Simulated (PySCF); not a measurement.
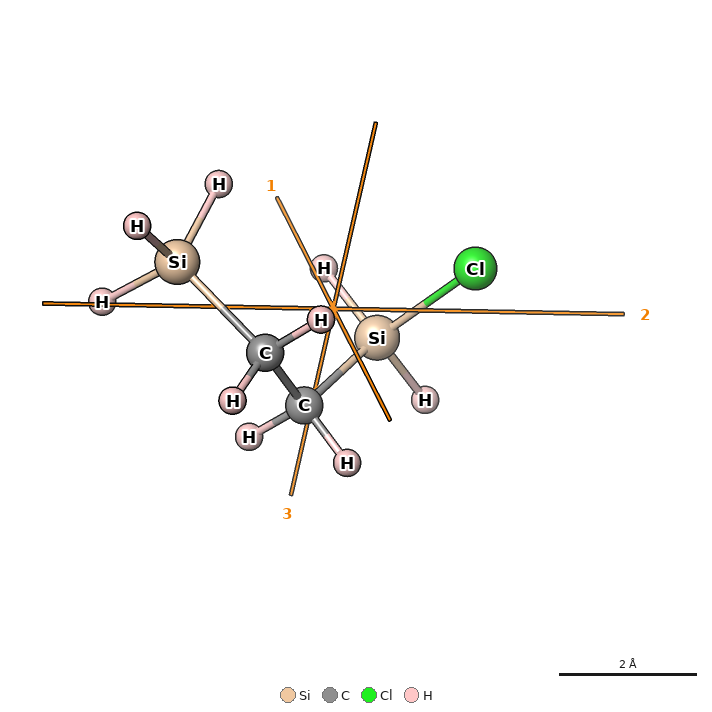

The three principal axes of inertia are drawn and numbered. Distant atoms are faded towards the background colour. Computed geometry: PBE0-D3(BJ)/def2-SVP optimisation. No frequency run is at hand to confirm it as a minimum. Masses are those of the most abundant isotopes; constants are for the rigid equilibrium geometry.

Which line is the a axis (least moment of inertia), which b and which c?

Answer. a is line 2, b is line 3, c is line 1; the moments are 135, 432, 476 u Å².

What kind of rotor is it, and what are its rotational constants in GHz?

Answer. An asymmetric top (C1): A = 3.75, B = 1.17, C = 1.06 GHz. Ray's parameter κ is −0.92, close to the prolate limit.
